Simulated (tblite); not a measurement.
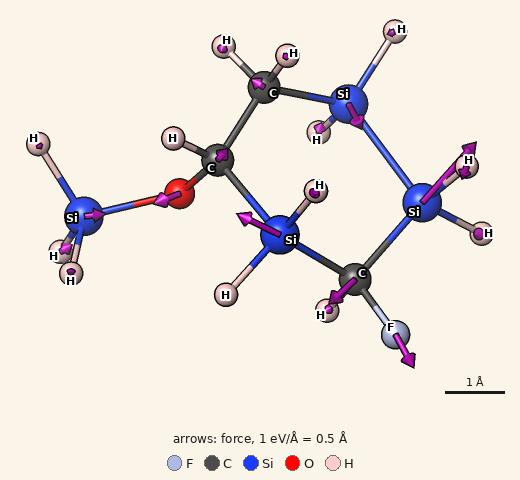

Starting geometry of C₃H₁₃FOSi₄ with the computed forces as purple arrows. A ball-and-stick model, seen at a tilt.

All numbers below come from tblite 0.8.0, GFN2-xTB geometry optimisation, gas phase. 

What follows when this structure is relaxed?

It isn't relaxed: the largest force vector, on a Si atom, is 3.06 eV/Å. The final displacements have little in common with the starting forces (cosine between the two patterns 0.10). After 116 geometry steps the energy has fallen by 0.597 eV. The largest move after the best rigid fit is that of an H atom, 1.29 Å. By element the largest moves are H 1.29 Å, Si 0.59 Å, O 0.45 Å, C 0.34 Å, F 0.22 Å. Among the contacts that change: C–Si 1.830 → 1.933 Å, C–Si 1.854 → 1.911 Å, O–Si 1.674 → 1.619 Å, C–F 1.360 → 1.402 Å. Bond angles that change, for instance: O–Si–H 109.5° → 99.4°, O–C–Si 114.4° → 105.3°, Si–C–C 117.8° → 110.0°. Groups turn about C–O by about 25°.
